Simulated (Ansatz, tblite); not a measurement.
# The cluster Li₂Te: one state, many levels, part 2 of 2

Aim: run the singlet of the cluster Li₂Te at one geometry on many levels, and compare frontier levels, spin and run time.

Ansatz 0.2.0, Gaussian basis; as each input shows. The steps go on from the part before.

## (18) PBE0-D4/def2-TZVPD

Contents of in.yaml:

```yaml
crystal:
  periodic: [false, false, false]
  atoms:
    - {symbol: Li, position_ang: [1.508922, -1.184434, -0.117849]}
    - {symbol: Li, position_ang: [-1.652735, 0.450323, 0.871377]}
    - {symbol: Te, position_ang: [0.143812, 0.734110, -0.753528]}
basis:
  gaussian: {orbitals: def2-TZVPD, initial_orbitals: start.molden}
hamiltonian: {xc: pbe0, dispersion: d4}
scf: {omitted_lower_state_checks: [starts]}
output: {orbitals: {seedname: orbitals}}
```

Run with:

```
$ ansatz run in.yaml --threads 4 --pin off --events-out ev --progress --plain --max-ram 3916MiB
```

Output:

```text
Functional definition: PBE0
  name "PBE0"
  cite "Adamo & Barone, J. Chem. Phys. 110, 6158 (1999) doi:10.1063/1.478522"
  cite "Perdew, Burke & Ernzerhof, Phys. Rev. Lett. 77, 3865 (1996) doi:10.1103/PhysRevLett.77.3865"
  parent pbe
  parameter a = 0.25
  parameter kappa = 0.804
  parameter beta = 0.06672455060314922
  exchange = (1 - a)*pbe_x(kappa = kappa, mu = beta*pi^2/3) + a*exact_x
  correlation = pbe_c(beta = beta)
these checks for a lower state are left out or cut short: starts
807 factors; their error is unknown
mean field evaluation 1: about -7703.7771 eV, gradient 1.4e0 eV
mean field evaluation 2: about -7703.7910 eV, gradient 2.5e-2 eV
mean field evaluation 4: about -7703.9561 eV, gradient 2.3e-4 eV
mean field evaluation 8: about -7703.9561 eV, gradient 1.8e-5 eV
mean field -7703.95613024 eV, -283.1151658573 hartree, gradient 1.8e-5 eV, S^2 0.000000; 0 other end points of the search recorded, 0 dependent functions left out
reference -7703.95618401 eV, -283.1151678331 hartree; 15, 15 occupied and 78, 78 virtual orbitals, 807 factors
Total energy: -7703.99090769 eV, -283.1164439050 hartree
Checks for a lower state left out: starts
```

It took 0.6 s on 4 threads of Arm Neoverse V2, shared host.

From the report: HOMO -4.42 eV, LUMO -1.35 eV.

## (19) PBE-D4/def2-TZVPD

Edit in.yaml of step 18 so:

```diff
@@ -8,3 +8,3 @@
   gaussian: {orbitals: def2-TZVPD, initial_orbitals: start.molden}
-hamiltonian: {xc: pbe0, dispersion: d4}
+hamiltonian: {xc: pbe, dispersion: d4}
 scf: {omitted_lower_state_checks: [starts]}
```

Launched as before.

Output:

```text
Functional definition: PBE
  name "PBE"
  cite "Perdew, Burke & Ernzerhof, Phys. Rev. Lett. 77, 3865 (1996) doi:10.1103/PhysRevLett.77.3865"
  parent pbe
  parameter kappa = 0.804
  parameter beta = 0.06672455060314922
  exchange = pbe_x(kappa = kappa, mu = beta*pi^2/3)
  correlation = pbe_c(beta = beta)
these checks for a lower state are left out or cut short: starts
779 factors; their error is unknown
mean field evaluation 1: about -7703.1139 eV, gradient 5.6e0 eV
mean field evaluation 2: about -7703.1664 eV, gradient 7.4e-2 eV
mean field evaluation 4: about -7703.1634 eV, gradient 1.6e-4 eV
mean field evaluation 8: about -7703.1634 eV, gradient 2.5e-5 eV
mean field -7703.16338837 eV, -283.0860331311 hartree, gradient 2.5e-5 eV, S^2 0.000000; 0 other end points of the search recorded, 0 dependent functions left out
reference -7703.16345220 eV, -283.0860354766 hartree; 15, 15 occupied and 78, 78 virtual orbitals, 779 factors
Total energy: -7703.20434092 eV, -283.0875381092 hartree
Checks for a lower state left out: starts
```

Run time: 0.6 s. Hardware: 4 threads of Arm Neoverse V2, shared host.

Report: HOMO -3.62 eV, LUMO -1.85 eV.

## (20) r2SCAN-D4/def2-TZVPD

Edit in.yaml of step 19 so:

```diff
@@ -8,3 +8,3 @@
   gaussian: {orbitals: def2-TZVPD, initial_orbitals: start.molden}
-hamiltonian: {xc: pbe, dispersion: d4}
+hamiltonian: {xc: r2scan, dispersion: d4}
 scf: {omitted_lower_state_checks: [starts]}
```

Same command.

Output:

```text
Functional definition: r2SCAN
  name "r2SCAN"
  cite "Furness, Kaplan, Ning, Perdew & Sun, J. Phys. Chem. Lett. 11, 8208 (2020) doi:10.1021/acs.jpclett.0c02405"
  cite "Furness, Kaplan, Ning, Perdew & Sun, J. Phys. Chem. Lett. 11, 9248 (2020) doi:10.1021/acs.jpclett.0c03077"
  parent r2scan
  parameter k0 = 0.174
  parameter k1 = 0.065
  parameter a1 = 4.9479
  exchange = r2scan_x(k0 = k0, k1 = k1, a1 = a1)
  correlation = r2scan_c
these checks for a lower state are left out or cut short: starts
779 factors; their error is unknown
mean field evaluation 1: about -7707.2750 eV, gradient 4.5e0 eV
mean field evaluation 2: about -7707.3108 eV, gradient 5.8e-2 eV
mean field evaluation 4: about -7707.3071 eV, gradient 1.2e-4 eV
mean field evaluation 8: about -7707.3071 eV, gradient 9.4e-6 eV
mean field -7707.30710144 eV, -283.2383117777 hartree, gradient 9.4e-6 eV, S^2 0.000000; 0 other end points of the search recorded, 0 dependent functions left out
reference -7707.30712950 eV, -283.2383128089 hartree; 15, 15 occupied and 78, 78 virtual orbitals, 779 factors
Total energy: -7707.31432996 eV, -283.2385774208 hartree
Checks for a lower state left out: starts
```

Wall time 1.1 s (4 threads of Arm Neoverse V2, shared host).

From the report: HOMO -3.73 eV, LUMO -1.33 eV.

## (21) CCSD(T)/def2-TZVPP

Edit in.yaml of step 20 so:

```diff
@@ -7,4 +7,4 @@
 basis:
-  gaussian: {orbitals: def2-TZVPD, initial_orbitals: start.molden}
-hamiltonian: {xc: r2scan, dispersion: d4}
+  gaussian: {orbitals: def2-TZVPP, initial_orbitals: start.molden}
+correlation: {method: ccsd_t}
 scf: {omitted_lower_state_checks: [starts]}
```

The command is unchanged.

Output, cut to the lines that bear on the results:

```text
Functional definition: HF
  name "HF"
  cite "Fock, Z. Phys. 61, 126 (1930) doi:10.1007/BF01340294"
  parent pbe
[...]
776 factors; integrals over basis functions are off by at most 4.1e-4 eV
[...]
mean field -7673.30995226 eV, -281.9889395893 hartree, gradient 7.9e-6 eV, S^2 0.000000; 0 other end points of the search recorded, 0 dependent functions left out
4 core orbitals not correlated: weight in the atoms' cores, before any rotation towards them, 1.000 or more for the frozen orbitals, at most 0.000 for the correlated occupied ones
reference -7673.30995226 eV, -281.9889395893 hartree; 11, 11 occupied and 73, 73 virtual orbitals, 776 factors
second order -14.71179023 eV of doubles, -0.00000000 eV of singles
cycle   1  -13.96454901 eV  change    7.5e-1 eV  update   7.0e-2
[...]
cycle  10  -14.30842578 eV  change   -1.1e-5 eV  update   1.3e-5
perturbative correction -0.33159310 eV, -0.0121858218 hartree
Total energy: -7687.94997115 eV, -282.5269503599 hartree
Checks for a lower state left out: starts
```

It took 1.1 s on 4 threads of Arm Neoverse V2, shared host.

Hartree-Fock HOMO -6.23 eV, LUMO 0.15 eV; T1 0.008.

## (22) MP2/def2-TZVP

Edit in.yaml of step 21 so:

```diff
@@ -7,4 +7,4 @@
 basis:
-  gaussian: {orbitals: def2-TZVPP, initial_orbitals: start.molden}
-correlation: {method: ccsd_t}
+  gaussian: {orbitals: def2-TZVP, initial_orbitals: start.molden}
+correlation: {method: mp2}
 scf: {omitted_lower_state_checks: [starts]}
```

Launched as before.

Output:

```text
Functional definition: HF
  name "HF"
  cite "Fock, Z. Phys. 61, 126 (1930) doi:10.1007/BF01340294"
  parent pbe
  exchange = exact_x
  correlation = 0
these checks for a lower state are left out or cut short: starts
784 factors; integrals over basis functions are off by at most 3.0e-4 eV
mean field evaluation 1: about -7673.0612 eV, gradient 1.3e1 eV
mean field evaluation 2: about -7673.2705 eV, gradient 2.2e-1 eV
mean field evaluation 4: about -7673.2813 eV, gradient 1.4e-3 eV
mean field evaluation 8: about -7673.2813 eV, gradient 1.5e-6 eV
mean field -7673.28129542 eV, -281.9878864697 hartree, gradient 1.6e-6 eV, S^2 0.000000; 0 other end points of the search recorded, 0 dependent functions left out
4 core orbitals not correlated: weight in the atoms' cores, before any rotation towards them, 1.000 or more for the frozen orbitals, at most 0.000 for the correlated occupied ones
reference -7673.28129542 eV, -281.9878864697 hartree; 11, 11 occupied and 63, 63 virtual orbitals, 784 factors
second order -14.61756732 eV of doubles, -0.00000000 eV of singles
Total energy: -7687.89886274 eV, -282.5250721606 hartree
Checks for a lower state left out: starts
```

Run time: 0.35 s. Hardware: 4 threads of Arm Neoverse V2, shared host.

Report: Hartree-Fock HOMO -6.22 eV, LUMO 0.14 eV.

## (23) RPA/def2-TZVP

Edit in.yaml of step 22 so:

```diff
@@ -8,4 +8,4 @@
   gaussian: {orbitals: def2-TZVP, initial_orbitals: start.molden}
-correlation: {method: mp2}
+hamiltonian: {xc: pbe}
+correlation: {method: rpa}
 scf: {omitted_lower_state_checks: [starts]}
-output: {orbitals: {seedname: orbitals}}
```

Launched as before.

Output, cut to the lines that bear on the results:

```text
Functional definition: PBE
  name "PBE"
  cite "Perdew, Burke & Ernzerhof, Phys. Rev. Lett. 77, 3865 (1996) doi:10.1103/PhysRevLett.77.3865"
  parent pbe
[...]
784 factors; integrals over basis functions are off by at most 3.0e-4 eV
[...]
mean field -7703.14864904 eV, -283.0854914706 hartree, gradient 1.6e-6 eV, S^2 0.000000; 0 other end points of the search recorded, 0 dependent functions left out
4 core orbitals not correlated: weight in the atoms' cores, before any rotation towards them, 1.000 or more for the frozen orbitals, at most 0.000 for the correlated occupied ones
reference -7672.85779237 eV, -281.9723230198 hartree; 11, 11 occupied and 63, 63 virtual orbitals, 784 factors
Total energy: -7692.90488009 eV, -282.7090399050 hartree
Checks for a lower state left out: starts
```

Wall time 0.85 s (4 threads of Arm Neoverse V2, shared host).

## (24) CCSD(T)/def2-TZVPD

Edit in.yaml of step 23 so:

```diff
@@ -7,5 +7,5 @@
 basis:
-  gaussian: {orbitals: def2-TZVP, initial_orbitals: start.molden}
-hamiltonian: {xc: pbe}
-correlation: {method: rpa}
+  gaussian: {orbitals: def2-TZVPD, initial_orbitals: start.molden}
+correlation: {method: ccsd_t}
 scf: {omitted_lower_state_checks: [starts]}
+output: {orbitals: {seedname: orbitals}}
```

Same command.

Output, cut to the lines that bear on the results:

```text
Functional definition: HF
  name "HF"
  cite "Fock, Z. Phys. 61, 126 (1930) doi:10.1007/BF01340294"
  parent pbe
[...]
914 factors; integrals over basis functions are off by at most 3.0e-4 eV
[...]
mean field -7673.29444872 eV, -281.9883698448 hartree, gradient 8.8e-6 eV, S^2 0.000000; 0 other end points of the search recorded, 0 dependent functions left out
4 core orbitals not correlated: weight in the atoms' cores, before any rotation towards them, 1.000 or more for the frozen orbitals, at most 0.000 for the correlated occupied ones
reference -7673.29444872 eV, -281.9883698448 hartree; 11, 11 occupied and 78, 78 virtual orbitals, 914 factors
second order -14.67785376 eV of doubles, -0.00000000 eV of singles
cycle   1  -13.93364106 eV  change    7.4e-1 eV  update   7.0e-2
[...]
cycle  10  -14.27567282 eV  change   -1.4e-5 eV  update   1.4e-5
perturbative correction -0.32529761 eV, -0.0119544666 hartree
Total energy: -7687.89541915 eV, -282.5249456111 hartree
Checks for a lower state left out: starts
```

Run time: 1.3 s. Hardware: 4 threads of Arm Neoverse V2, shared host.

Report: Hartree-Fock HOMO -6.23 eV, LUMO -0.09 eV; T1 0.008.

## (25) Levels side by side

```
               level  functions  HOMO (eV)  LUMO (eV)  gap (eV)    time
        HF/def2-TZVP         78      -6.22       0.14      6.36   0.2 s
     PBE-D4/def2-SVP         44      -3.40      -1.71      1.69   0.4 s
    PBE-D4/def2-TZVP         78      -3.60      -1.82      1.78   0.5 s
   PBE-D4/def2-TZVPD         93      -3.62      -1.85      1.77   0.6 s
 r2SCAN-D4/def2-TZVP         78      -3.73      -1.32      2.41   0.9 s
r2SCAN-D4/def2-TZVPD         93      -3.73      -1.33      2.40   1.1 s
    PBE0-D4/def2-SVP         44      -4.24      -1.21      3.03   0.4 s
   PBE0-D4/def2-TZVP         78      -4.42      -1.31      3.11  0.55 s
  PBE0-D4/def2-TZVPD         93      -4.42      -1.35      3.08   0.6 s
r2SCAN0-D4/def2-TZVP         78      -4.51      -1.02      3.49  0.95 s
  HSE06-D4/def2-TZVP         78      -4.04      -1.62      2.42   0.5 s
  BHLYP-D4/def2-TZVP         78      -5.10      -0.96      4.14   0.5 s
   ωB97X-V/def2-TZVP         78      -6.36      -0.06      6.30   1.4 s
   PBE+5HF/def2-TZVP         78      -3.76      -1.72      2.04  0.45 s
  PBE+10HF/def2-TZVP         78      -3.92      -1.61      2.31   0.4 s
  PBE+15HF/def2-TZVP         78      -4.09      -1.51      2.58   0.4 s
  PBE+35HF/def2-TZVP         78      -4.75      -1.11      3.64  0.45 s
  PBE+50HF/def2-TZVP         78      -5.26      -0.83      4.43  0.45 s
```

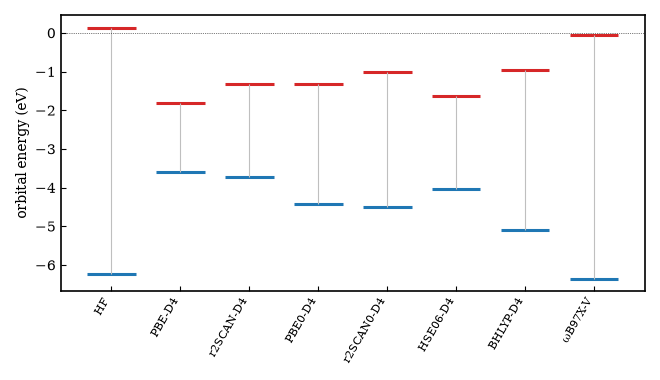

Highest filled (blue) and lowest empty (red) level in def2-TZVP.

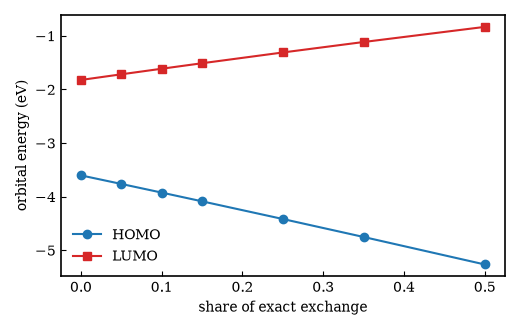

Frontier levels against the share of exact exchange, in def2-TZVP.

Energy pieces by basis (eV):

```
     basis          HF  MP2 correlation  CCSD correlation      (T)             total
def2-TZVPP  -7673.3100         -14.7118          -14.3084  -0.3316        -7687.9500
 def2-TZVP  -7673.2813         -14.6176                             -7687.8989 (MP2)
def2-TZVPD  -7673.2944         -14.6779          -14.2757  -0.3253        -7687.8954
```

## (26) Binding energy

Free atoms were run apart at each level; binding is atoms less cluster, divided by the number of atoms, without zero-point or spin-orbit terms.

Differences are taken before rounding.

```
              method  binding an atom (eV)  from CCSD(T)/def2-TZVPP (eV)    time
        HF/def2-TZVP                 1.061                        -0.615   0.2 s
       HF/def2-TZVPD                 1.065                        -0.611        
       HF/def2-TZVPP                 1.071                        -0.605        
     PBE-D4/def2-SVP                 1.755                        +0.080   0.4 s
    PBE-D4/def2-TZVP                 1.724                        +0.048   0.5 s
   PBE-D4/def2-TZVPD                 1.728                        +0.052   0.6 s
 r2SCAN-D4/def2-TZVP                 1.729                        +0.053   0.9 s
r2SCAN-D4/def2-TZVPD                 1.733                        +0.057   1.1 s
    PBE0-D4/def2-SVP                 1.730                        +0.054   0.4 s
   PBE0-D4/def2-TZVP                 1.698                        +0.022  0.55 s
  PBE0-D4/def2-TZVPD                 1.702                        +0.026   0.6 s
r2SCAN0-D4/def2-TZVP                 1.714                        +0.039  0.95 s
  HSE06-D4/def2-TZVP                 1.702                        +0.027   0.5 s
  BHLYP-D4/def2-TZVP                 1.685                        +0.009   0.5 s
   ωB97X-V/def2-TZVP                 1.735                        +0.059   1.4 s
       RPA/def2-TZVP                 1.414                        -0.262  0.85 s
       MP2/def2-TZVP                 1.652                        -0.023  0.35 s
      MP2/def2-TZVPD                 1.666                        -0.010        
     CCSD/def2-TZVPD                 1.597                        -0.079        
     CCSD/def2-TZVPP                 1.624                        -0.052        
  CCSD(T)/def2-TZVPD                 1.646                        -0.029   1.3 s
  CCSD(T)/def2-TZVPP                 1.676                             0   1.1 s
```

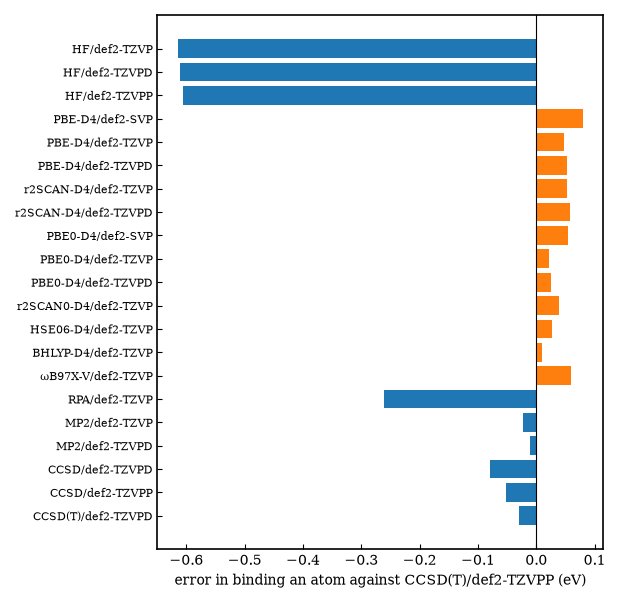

How far each level lands from CCSD(T)/def2-TZVPP.

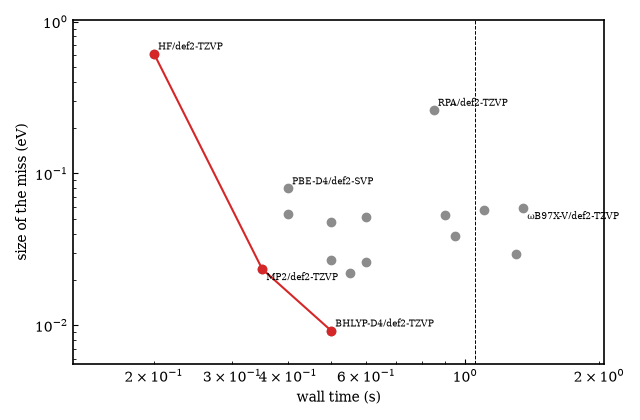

Miss against cost. Red marks the levels that no quicker level drawn beats (of those quicker than the yardstick), and the dashed line is the time of CCSD(T)/def2-TZVPP. Only those levels and the largest misses are named. Times are from a shared host. Runs this short are mostly start-up, so their order is noise.

## (27) Results

The summary covers parts 1 to 2.

```
                                                                  quantity                           value
gap in def2-TZVP, named functionals and Hartree-Fock, smallest and largest  1.78 eV (PBE-D4), 6.36 eV (HF)
                                      gap over the share of exact exchange    1.78 eV at 0, 4.43 eV at 0.5
                                    correlation energy, CCSD(T)/def2-TZVPP                       -14.64 eV
                                         correlation energy, MP2/def2-TZVP                       -14.62 eV
                                    correlation energy, CCSD(T)/def2-TZVPD                       -14.60 eV
                                       binding an atom, CCSD(T)/def2-TZVPP                        1.676 eV
                           PBE0 total energy, smallest basis above largest  0.57 eV (def2-SVP, def2-TZVPD)
```

**Reading.** Over the named functionals and Hartree-Fock in def2-TZVP the gap runs from 1.78 eV (PBE-D4) to 6.36 eV (HF); exact exchange widens it. Raising the share of exact exchange from 0 to 0.5 moves the HOMO by -1.66 eV and the LUMO by +0.99 eV. The functionals in def2-TZVP miss CCSD(T)/def2-TZVPP by +0.009 (BHLYP-D4) to +0.059 eV (ωB97X-V) an atom. CCSD(T)/def2-TZVPP isn't at the basis-set limit; small misses against it rank nothing.

BHLYP-D4/def2-TZVP reaches 0.009 eV from the reference in 0.5 s, where CCSD(T)/def2-TZVPP took 1.1 s. The slowest run with a step of its own, ωB97X-V/def2-TZVP, took 1.4 s; the quickest functional in def2-TZVP took 0.4 s (shared host).
